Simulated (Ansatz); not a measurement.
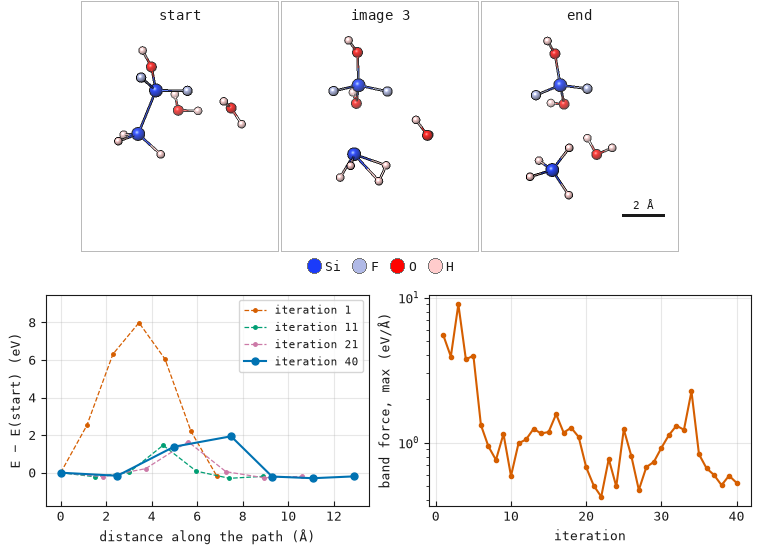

NEB run on Si$_{2}$H$_{8}$O$_{3}$F$_{2}$. Images are numbered from 0 (start) to 6 (end). The plot follows the band through its iterations. The picture is a ball-and-stick view, seen at a tilt.

Theory: RKS PBE0-D4/cc-pVDZ (Ansatz 0.2.0). Settings: 5 movable images; climbing image.

**Did the band converge, and can the barrier be trusted?**

The result isn't final. The band hadn't converged when the run stopped after 40 iterations. The largest component of the band force went from 5.5 to 0.53 eV/Å. The barrier read from it is provisional: over the last two iterations the highest image moved from 1.96 eV to 1.94 eV. The largest force component is 1.55 eV/Å at the start and 1.64 eV/Å at the end; an end with forces this large is no minimum, and the barrier measured from it can be far off. The first iteration put the highest image at 7.99 eV. Relative to the start the highest point is image 3 at +1.94 eV and the end lies at −0.20 eV, but the profile dips to −0.29 eV at image 5 on the way, so there may be an intermediate minimum, or an end is no minimum.
